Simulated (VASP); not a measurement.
Band structure of Cu (fcc). Method: PBE GGA with D4 dispersion, VASP's PBE PAW potentials (set 64) (plane waves; VASP 6.6.1).

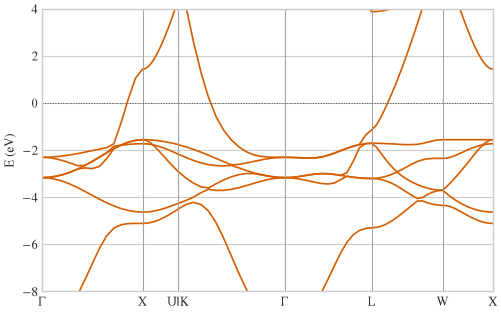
Fig. 1. Bands along high-symmetry lines, zero at the valence-band maximum or, without a gap, the Fermi level

Question: Read the plot: is there a gap, and where are the band edges?

Answer: It has no gap at this level: it comes out as a metal or semimetal. (Edges off the drawn lines would not show.)

The compound is Cu in the fcc structure. It was relaxed first.
